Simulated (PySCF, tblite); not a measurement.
# C₆H₁₀BNS₂: geometry, infrared bands and NMR shifts

What infrared bands and NMR shifts should C₆H₁₀BNS₂ (`C=CCNB1SC=C(C)S1`) show?

The runs use tblite 0.8.0 and PySCF 2.14.0, with density-fitted response routines of our own; the level of theory stands in each step. All values are computed, except where a source is named. Atoms count from 0, in the outputs and in this text.

## Step 1: The molecule as given

20 atoms, charge 0, multiplicity 1; geometry from: force field or distance geometry start.

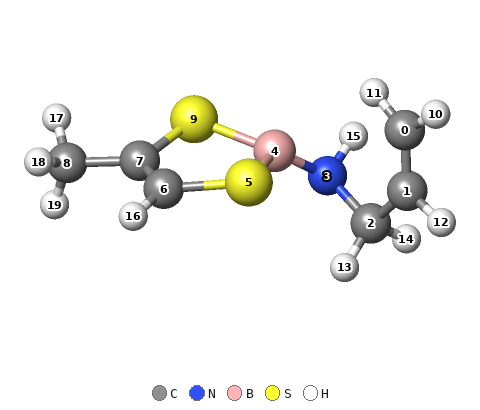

The starting geometry (carbon grey, nitrogen blue, boron pink, sulfur yellow, hydrogen white), atoms numbered.

## Step 2: Optimising the geometry with GFN2-xTB

What the job is given:

```
{"job": {"kind": "relax", "xc": "GFN2-xTB", "basis": "xTB"}, "charge": 0, "multiplicity": 1}
C      3.081400     0.696400    -0.304000
C      2.974300    -0.594200    -0.152700
C      1.993800    -1.514200    -0.731100
N      1.065800    -0.733400    -1.542700
B      0.210000     0.228500    -0.766700
S     -0.024100     0.355100     1.098100
C     -1.790800     0.387700     1.201000
C     -2.435000     0.585800     0.120600
C     -3.961700     0.625100     0.071400
S     -1.492300     0.799500    -1.360300
H      3.886400     1.228200     0.220500
H      2.433900     1.323900    -0.903200
H      3.731700    -1.064000     0.524400
H      1.471700    -2.139300     0.021300
H      2.538500    -2.204600    -1.421900
H      1.570200    -0.209900    -2.290300
H     -2.297300     0.238400     2.194700
H     -4.222500     1.277400    -0.780400
H     -4.348000     1.089700     1.018100
H     -4.391000    -0.365200    -0.104100
```

Started as:

```bash
$ OMP_NUM_THREADS=1 python probes_run.py task.json out
```

This one command runs all jobs of the session in turn.

What it wrote:

```text
step      E/eV     max force
  0    -777.22379    4.339
  1    -777.57252    3.211
  2    -777.83210    1.584
  3    -778.08324    1.874
  4    -778.20784    1.322
  5    -778.31176    0.803
  6    -778.37713    0.719
  7    -778.47397    0.928
  8    -778.52730    0.697
  9    -778.56486    0.361
 10    -778.58426    0.327
 11    -778.60171    0.323
 12    -778.61688    0.453
 13    -778.63356    0.378
 14    -778.64709    0.294
 15    -778.65874    0.280
 16    -778.67024    0.355
 17    -778.68025    0.389
 18    -778.68936    0.259
 19    -778.69701    0.220
 20    -778.70450    0.228
 21    -778.71221    0.352
 22    -778.72189    0.350
 23    -778.73031    0.226
 24    -778.73751    0.174
 25    -778.74342    0.167
 26    -778.74916    0.184
 27    -778.75456    0.174
 28    -778.75848    0.123
 29    -778.76102    0.138
 30    -778.76328    0.126
 31    -778.76613    0.189
 32    -778.76952    0.197
 33    -778.77264    0.145
 34    -778.77528    0.107
 35    -778.77810    0.121
 36    -778.78160    0.166
 37    -778.78523    0.168
 38    -778.78809    0.123
 39    -778.79029    0.109
 40    -778.79222    0.087
 41    -778.79421    0.104
 42    -778.79655    0.102
 43    -778.79905    0.112
 44    -778.80142    0.107
 45    -778.80334    0.103
 46    -778.80496    0.101
 47    -778.80669    0.097
 48    -778.80883    0.110
 49    -778.81145    0.134
 50    -778.81435    0.127
 51    -778.81734    0.119
 52    -778.82041    0.109
 53    -778.82345    0.114
 54    -778.82618    0.116
 55    -778.82831    0.127
 56    -778.83045    0.122
 57    -778.83286    0.110
 58    -778.83620    0.165
 59    -778.83879    0.144
 60    -778.84154    0.106
 61    -778.84417    0.131
 62    -778.84730    0.189
 63    -778.85080    0.187
 64    -778.85423    0.112
 65    -778.85665    0.119
 66    -778.85878    0.136
 67    -778.86105    0.133
 68    -778.86432    0.101
 69    -778.86567    0.086
 70    -778.86682    0.070
 71    -778.86761    0.085
 72    -778.86828    0.066
 73    -778.86881    0.054
 74    -778.86923    0.048
 75    -778.86960    0.051
 76    -778.86993    0.050
 77    -778.87026    0.042
 78    -778.87057    0.042
 79    -778.87092    0.046
 80    -778.87136    0.045
 81    -778.87186    0.044
 82    -778.87226    0.036
 83    -778.87250    0.028
 84    -778.87265    0.025
 85    -778.87277    0.025
 86    -778.87288    0.024
 87    -778.87299    0.026
 88    -778.87312    0.033
 89    -778.87332    0.034
 90    -778.87357    0.033
 91    -778.87380    0.036
 92    -778.87399    0.036
 93    -778.87417    0.028
 94    -778.87436    0.025
 95    -778.87451    0.020
 96    -778.87459    0.019
 97    -778.87465    0.019
 98    -778.87472    0.019
 99    -778.87483    0.024
100    -778.87498    0.035
101    -778.87515    0.034
102    -778.87531    0.024
103    -778.87545    0.025
104    -778.87558    0.030
105    -778.87574    0.031
106    -778.87593    0.028
107    -778.87611    0.027
108    -778.87622    0.022
109    -778.87630    0.024
110    -778.87638    0.024
111    -778.87650    0.024
112    -778.87667    0.028
113    -778.87693    0.037
114    -778.87722    0.040
115    -778.87751    0.045
116    -778.87784    0.049
117    -778.87816    0.042
118    -778.87865    0.041
119    -778.87904    0.047
120    -778.87958    0.060
121    -778.87983    0.062
122    -778.88006    0.034
123    -778.88017    0.028
124    -778.88024    0.021
125    -778.88029    0.019
126    -778.88038    0.021
127    -778.88045    0.020
128    -778.88051    0.020
129    -778.88056    0.020
130    -778.88062    0.020
131    -778.88068    0.018
132    -778.88075    0.018
133    -778.88079    0.015
134    -778.88082    0.017
135    -778.88084    0.010
136    -778.88086    0.009
```

Wall time 2.2 s (1 thread of Arm Neoverse N1, shared host); peak memory 0.18 GiB.

The steps of the relaxation: (not every step is listed)

```csv
step,energy from step 0 (eV),largest force (eV/Å)
0,0.0000,4.3394
1,-0.3487,3.2107
2,-0.6083,1.5844
3,-0.8595,1.8739
4,-0.9841,1.3223
5,-1.0880,0.8031
6,-1.1533,0.7191
7,-1.2502,0.9280
8,-1.3035,0.6975
20,-1.4807,0.2283
32,-1.5457,0.1973
44,-1.5776,0.1073
56,-1.6067,0.1216
68,-1.6405,0.1013
80,-1.6476,0.0450
92,-1.6502,0.0359
104,-1.6518,0.0301
116,-1.6540,0.0488
128,-1.6567,0.0204
131,-1.6569,0.0180
132,-1.6570,0.0179
133,-1.6570,0.0149
134,-1.6570,0.0171
135,-1.6571,0.0103
136,-1.6571,0.0090
```

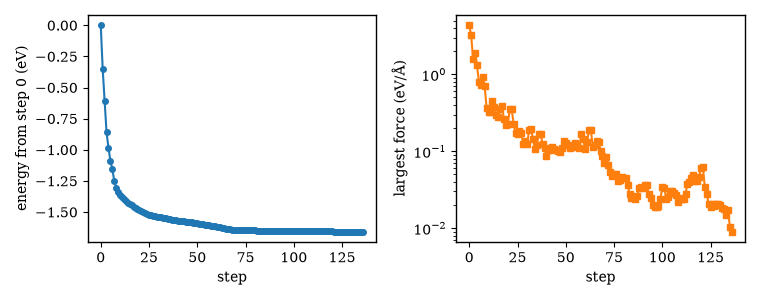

Energy and force, step by step.

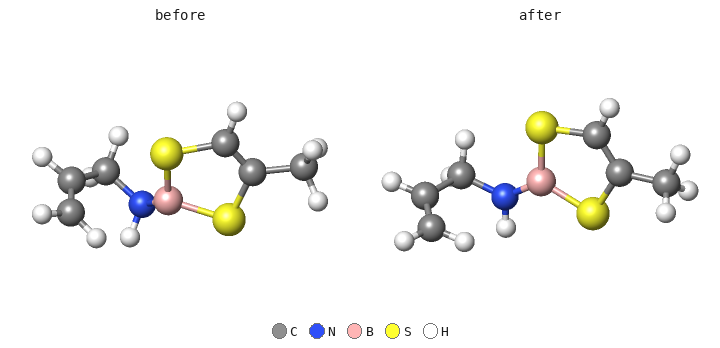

Before and after, at one scale.

Distances of close pairs at the start and the end, largest changes first:

```csv
bond,before (Å),after (Å),change (Å)
N3–B4,1.503,1.389,-0.115
B4–S9,1.891,1.814,-0.077
B4–S5,1.884,1.814,-0.069
C6–C7,1.273,1.334,+0.061
C6–H16,1.125,1.075,-0.050
C1–C2,1.464,1.504,+0.040
C1–H12,1.119,1.082,-0.038
C7–C8,1.528,1.491,-0.037
```

The end geometry stands in the next job.

## Step 3: Vibrational analysis with GFN2-xTB

What the job is given:

```
{"job": {"kind": "ir", "xc": "GFN2-xTB", "basis": "xTB"}, "charge": 0, "multiplicity": 1}
C      3.201327     0.927641    -0.513757
C      3.307975    -0.372907    -0.322587
C      2.212519    -1.376553    -0.555307
N      1.021011    -0.813940    -1.152864
B     -0.148001    -0.457904    -0.493556
S     -0.456961    -0.783137     1.264512
C     -2.060318    -0.086049     1.242318
C     -2.557164     0.425233     0.114344
C     -3.901915     1.052314    -0.032605
S     -1.535832     0.363121    -1.325356
H      4.020604     1.597965    -0.322406
H      2.286635     1.377680    -0.862572
H      4.230471    -0.807129     0.038231
H      1.935920    -1.822779     0.406170
H      2.594319    -2.180801    -1.196816
H      1.149297    -0.566823    -2.122739
H     -2.589646    -0.102596     2.178277
H     -3.797498     2.104614    -0.294736
H     -4.461485     0.970191     0.895719
H     -4.456411     0.562538    -0.831329
```

What it wrote:

```text
mode    cm-1     km/mol
  1      28.0      0.00
  2      50.3      0.73
  3      95.0      0.22
  4      97.6      1.68
  5     106.1      0.15
  6     161.6      0.41
  7     226.3      0.05
  8     267.6      1.08
  9     285.0      0.79
 10     314.8      0.63
 11     387.2     22.12
 12     405.5      2.50
 13     422.3      0.01
 14     496.2      1.40
 15     506.5      1.83
 16     548.6     23.69
 17     571.0     16.97
 18     625.9     63.54
 19     651.1      3.95
 20     748.4      8.84
 21     812.1      0.93
 22     843.6     41.57
 23     894.6     10.98
 24     929.9      3.22
 25     968.6      8.52
 26    1008.9      2.51
 27    1012.5      9.67
 28    1028.9      4.42
 29    1029.1     23.92
 30    1114.0     24.72
 31    1114.5     12.22
 32    1181.4     20.78
 33    1189.8     37.48
 34    1274.8     27.86
 35    1282.4     38.19
 36    1327.5     10.33
 37    1395.9      8.05
 38    1407.6      0.23
 39    1440.4    318.45
 40    1449.3     73.31
 41    1461.9      7.18
 42    1472.8      6.77
 43    1629.5     13.09
 44    1719.6     12.19
 45    2901.8     48.18
 46    2941.6     19.02
 47    3005.1     12.62
 48    3022.2     12.04
 49    3041.2     21.31
 50    3063.8     36.66
 51    3107.4     17.18
 52    3118.4      8.76
 53    3135.4     48.24
 54    3450.6     10.25
```

Wall time 1.7 s (1 thread of Arm Neoverse N1, shared host); peak memory 0.18 GiB.

Which atoms move in the most intense modes:

```csv
cm⁻¹,km/mol,atoms
626,63.5,"H15 36 %, N3 24 %, C1 12 %"
844,41.6,"B4 42 %, C6 20 %"
1190,37.5,"H16 37 %, C7 19 %, H13 13 %"
1282,38.2,"H12 44 %, H15 20 %"
1440,318.4,"N3 38 %, B4 22 %, H13 14 %, H15 13 %"
1449,73.3,"H14 42 %, H13 35 %"
2902,48.2,H14 89 %
3135,48.2,"H10 71 %, H11 19 %"
```

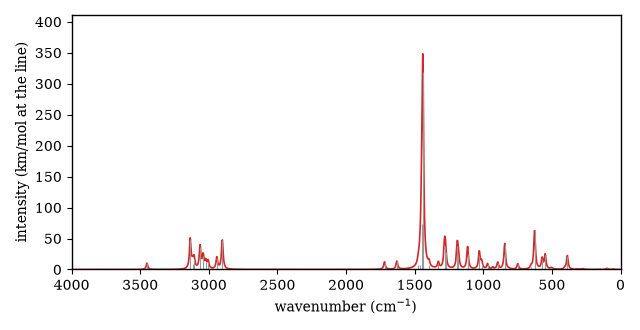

The infrared spectrum from these modes, unscaled. Lines are broadened to a width of 14 cm⁻¹ (Lorentzian).

## Step 4: NMR shieldings: PBE0/pcSseg-1

The job, as its differences from that of step 3:

```diff
@@ -1,2 +1,2 @@
-{"job": {"kind": "ir", "xc": "GFN2-xTB", "basis": "xTB"}, "charge": 0, "multiplicity": 1}
+{"job": {"kind": "nmr", "xc": "PBE0", "basis": "pcSseg-1"}, "charge": 0, "multiplicity": 1}
 C      3.201327     0.927641    -0.513757
```

Level: GIAO PBE0/pcSseg-1 NMR shielding, non-relativistic, gas phase.

What it wrote:

```text
coarse grid: 18112 points
cycle   1  E = -1109.8712111548  dE =  1.528e+00  |g| = 4.303e-01  |ddm| = 4.289e+00
cycle   2  E = -1109.8723938654  dE = -1.183e-03  |g| = 4.482e-01  |ddm| = 7.735e-01
cycle   3  E = -1109.9191394285  dE = -4.675e-02  |g| = 8.206e-02  |ddm| = 3.977e-01
cycle   4  E = -1109.9204876168  dE = -1.348e-03  |g| = 3.361e-02  |ddm| = 9.655e-02
cycle   5  E = -1109.9207331189  dE = -2.455e-04  |g| = 7.618e-03  |ddm| = 3.065e-02
cycle   6  E = -1109.9207452576  dE = -1.214e-05  |g| = 3.576e-03  |ddm| = 1.090e-02
cycle   7  E = -1109.9207481430  dE = -2.885e-06  |g| = 9.923e-04  |ddm| = 3.832e-03
final grid: 166664 points
cycle   8  E = -1109.9823526703  dE = -3.977e-05  |g| = 1.117e-02  |ddm| = 3.747e-02
cycle   9  E = -1109.9823302881  dE =  2.238e-05  |g| = 1.460e-02  |ddm| = 2.429e-02
cycle  10  E = -1109.9823835655  dE = -5.328e-05  |g| = 1.414e-03  |ddm| = 1.498e-02
cycle  11  E = -1109.9823840315  dE = -4.660e-07  |g| = 2.301e-04  |ddm| = 1.423e-03
cycle  12  E = -1109.9823840422  dE = -1.064e-08  |g| = 9.069e-05  |ddm| = 2.767e-04
cycle  13  E = -1109.9823840438  dE = -1.669e-09  |g| = 4.656e-05  |ddm| = 1.283e-04
cycle  14  E = -1109.9823840444  dE = -5.471e-10  |g| = 7.858e-06  |ddm| = 4.817e-05
converged SCF energy = -1109.9823840444

GIAO shielding tensors (ppm)
atom      isotropic    diamagn.    paramagn.     s11        s22        s33       span
  0 C       67.176     255.957    -188.781    -47.682     70.850    178.359    226.041
  1 C       41.691     256.654    -214.963    -77.570     50.796    151.847    229.417
  2 C      133.229     243.097    -109.869    117.553    126.734    155.398     37.844
  3 N      173.328     324.895    -151.567    100.339    209.048    210.599    110.261
  4 B       57.552     196.403    -138.852     31.520     53.966     87.169     55.649
  5 S      445.800    1060.715    -614.915    356.955    459.975    520.470    163.514
  6 C       64.660     260.641    -195.980    -21.352     95.667    119.666    141.018
  7 C       43.264     268.308    -225.043    -48.582     65.494    112.881    161.463
  8 C      164.077     242.686     -78.609    149.118    153.356    189.756     40.637
  9 S      421.235    1062.093    -640.858    307.632    434.161    521.912    214.280
 10 H       26.181      27.350      -1.169     24.098     25.302     29.143      5.045
 11 H       25.928      33.870      -7.942     23.002     24.508     30.273      7.271
 12 H       25.535      27.782      -2.247     23.952     25.438     27.216      3.264
 13 H       27.829      30.933      -3.104     22.743     29.769     30.975      8.233
 14 H       27.821      27.743       0.078     22.300     26.776     34.387     12.088
 15 H       28.384      34.094      -5.709     20.657     29.177     35.319     14.662
 16 H       25.879      33.798      -7.919     21.625     27.074     28.938      7.312
 17 H       29.413      27.658       1.755     24.766     27.650     35.823     11.057
 18 H       29.519      27.055       2.464     24.674     28.287     35.595     10.921
 19 H       29.469      26.898       2.571     24.565     28.035     35.806     11.242
```

Run time: 1.9 min. Hardware: 1 thread of Arm Neoverse N1, shared host; peak memory 1.1 GiB.

Shifts follow as δ = σ(reference) − σ, with reference shieldings (ppm) from runs at the same level and on the same kind of geometry: ¹H TMS 31.72, ¹³C TMS 186.9, ¹⁵N NH3 267.7, ¹¹B BF3·OEt2 100.1, ³³S CS2 504. The references are single molecules in the gas phase, so shifts against H2O, NH3, PH3, H3PO4 or CFCl3 are not on the usual liquid scales and can be off by tens of ppm. Atoms listed in one row are averaged.

```csv
atoms,environment,σ (ppm),δ (ppm),δ scaled to CDCl3
C1,alkene CH,41.7,145.2,139.8
C7,fully substituted alkene carbon,43.3,143.7,133.9
C6,alkene CH,64.7,122.3,113.0
C0,terminal =CH2 carbon,67.2,119.7,115.0
C2,allylic sp3 CH2 bonded to N,133.2,53.7,50.5
C8,allylic methyl carbon,164.1,22.8,20.4
H12,hydrogen on an alkene CH,25.54,6.18,5.93
H16,hydrogen on an alkene CH,25.88,5.84,5.61
H11,hydrogen on a terminal =CH2 carbon,25.93,5.79,5.56
H10,hydrogen on a terminal =CH2 carbon,26.18,5.54,5.32
"H13, H14",hydrogen on an allylic sp3 CH2 bonded to N,27.83,3.89,3.77
H15,"hydrogen on a nitrogen bonded to C, B",28.38,3.33,–
"H17, H18, H19",hydrogen on an allylic methyl carbon,29.47,2.25,2.23
N3,"nitrogen bonded to C, B, H",173.3,94.4,–
B4,"boron bonded to N, 2 S, in a 5-membered ring",57.6,42.5,–
S9,"sulfur bonded to C, B, in a 5-membered ring",421,82,–
S5,"sulfur bonded to C, B, in a 5-membered ring",446,58,–
```

The scaled column applies a straight-line fit of computed shieldings to shifts measured in CDCl3, with any fitted terms for Cl, Br or S neighbours (root-mean-square error 0.16 ppm for H, 1.9 ppm for C).

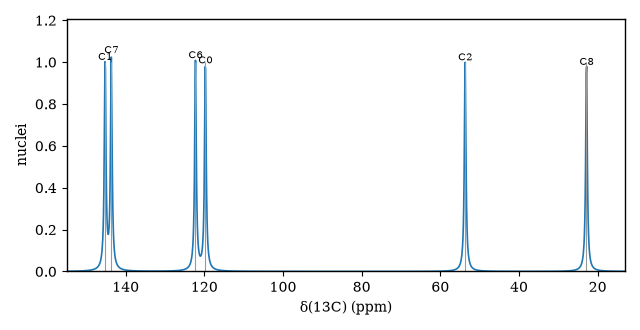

¹³C lines at the computed shifts, without couplings. Lines are broadened to a width of 0.49 ppm (Lorentzian).

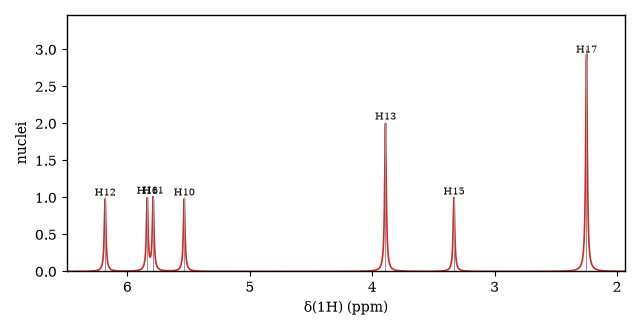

¹H lines at the computed shifts, without couplings. Lines are broadened to a width of 0.02 ppm (Lorentzian).

The run also stored atomic charges by several schemes (e):

```csv
atoms,Mulliken,IAO,Hirshfeld,ESP fit
C0,-0.14,-0.32,-0.11,-0.51
C1,-0.28,-0.15,-0.05,-0.02
C2,0.03,-0.15,-0.01,-0.03
N3,-0.53,-0.39,-0.18,-0.53
B4,0.51,-0.05,0.08,0.22
S5,-0.13,0.12,-0.02,-0.12
C6,-0.12,-0.31,-0.09,-0.33
C7,-0.45,-0.10,-0.02,0.22
C8,-0.13,-0.42,-0.12,-0.56
S9,-0.10,0.10,-0.03,-0.21
```

IAO charges:

C0 -0.32; C1 -0.15; C2 -0.15; N3 -0.39; B4 -0.05; S5 0.12; C6 -0.31; C7 -0.10; C8 -0.42; S9 0.10; H10 0.15; H11 0.15; H12 0.15; H13 0.15; H14 0.15; H15 0.27; H16 0.17; H17 0.16; H18 0.15; H19 0.16

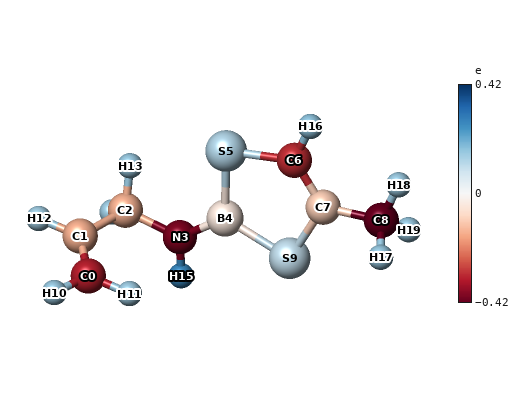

IAO charges, as colours on the atoms.

Mayer bond orders: C0–C1 2.00, C1–C2 1.02, C2–N3 0.98, N3–B4 1.24, B4–S5 1.04, S5–C6 1.10, C6–C7 1.75, C7–C8 1.05, C7–S9 1.12, S9–B4 1.00.

Ring of atoms B4, S5, C6, C7, S9: NICS(0) -7.3, NICS(1) -5.4, NICS(1)zz -6.8 ppm (means of both faces).

The fields below are evaluated on a grid from the run's orbitals.

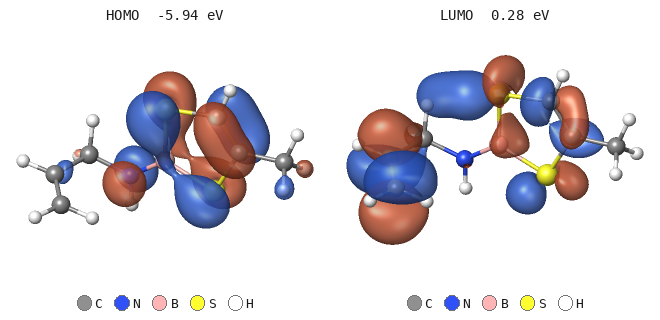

Frontier orbitals at PBE0/pcSseg-1; each surface holds 70 % of the orbital's density, blue and red mark the sign.

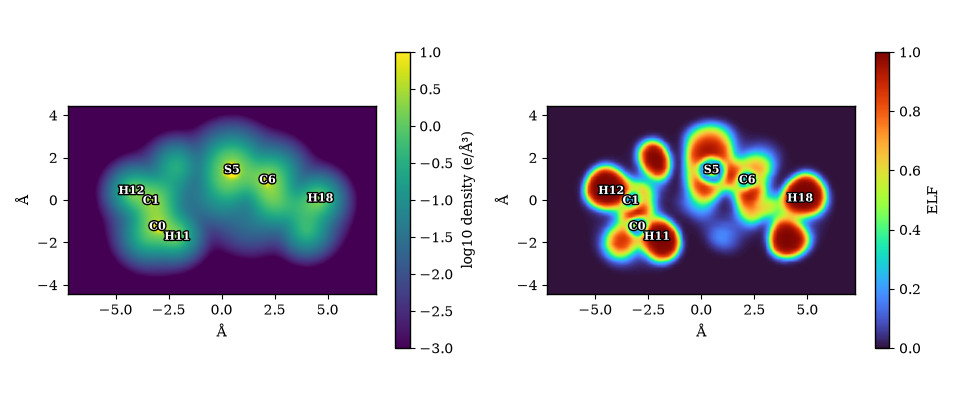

Density (left) and ELF (right) in a plane through or near 7 of the atoms.

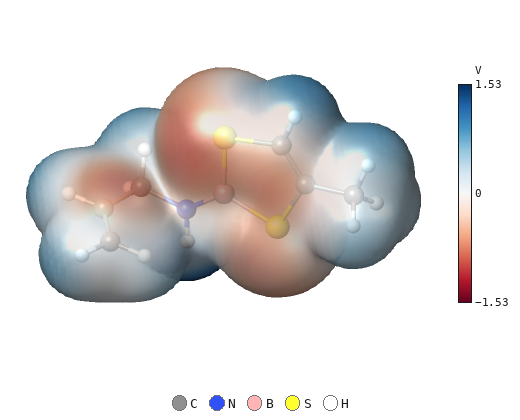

Electrostatic potential on the surface of density 0.002 e/bohr³; red is low, blue high. It runs from -0.85 V near S5 to 1.53 V near H15.

## Step 5: Outcome

| quantity | value |
| --- | --- |
| strongest single infrared mode (GFN2-xTB) | 1440 cm⁻¹, 318 km/mol |
| zero-point energy (GFN2-xTB) | 95.5 kcal/mol |
| ¹³C shifts against TMS (PBE0/pcSseg-1) | 145.2, 143.7, 122.3, 119.7, 53.7, 22.8 ppm |
| ¹H shifts against TMS (PBE0/pcSseg-1, means over atoms taken as alike) | 6.18, 5.84, 5.79, 5.54, 3.89, 3.33, 2.25 ppm |
| ¹⁵N shifts against NH3 (PBE0/pcSseg-1) | 94.4 ppm |
| ¹¹B shifts against BF3·OEt2 (PBE0/pcSseg-1) | 42.5 ppm |
| ³³S shifts against CS2 (PBE0/pcSseg-1) | 82, 58 ppm |
| surface potential, least and greatest | -0.85 V and 1.53 V |

What this shows: Relaxing lowered the energy by 1.657 eV in 136 steps; the close pair that moved most is N3–B4, from 1.503 to 1.389 Å. No mode is imaginary among the 54: a minimum at this level. The strongest single mode, at 1440 cm⁻¹, is carried by N3, B4, H13, H15. Unscaled tight-binding wavenumbers are off by several per cent, some by more. Its intensities can rank the bands wrongly.
